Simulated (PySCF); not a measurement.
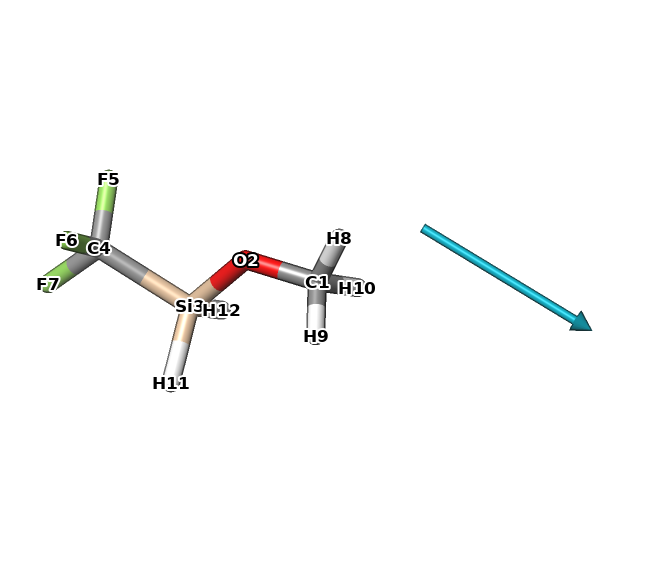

The arrow beside the molecule shows the direction of the dipole moment, from the negative to the positive end (its length means nothing). The computed structure is the end point of a PBE0-D3(BJ)/def2-SVP optimisation. No frequency run is at hand to confirm it as a minimum. Method: PBE0/6-31G*, gas phase (PySCF 2.14.0).

Q: How large is the dipole moment?

A: 2.99 D; it points from the side of F5, F6, F7 to the side of H9, H10 (the outermost atoms at the two ends).
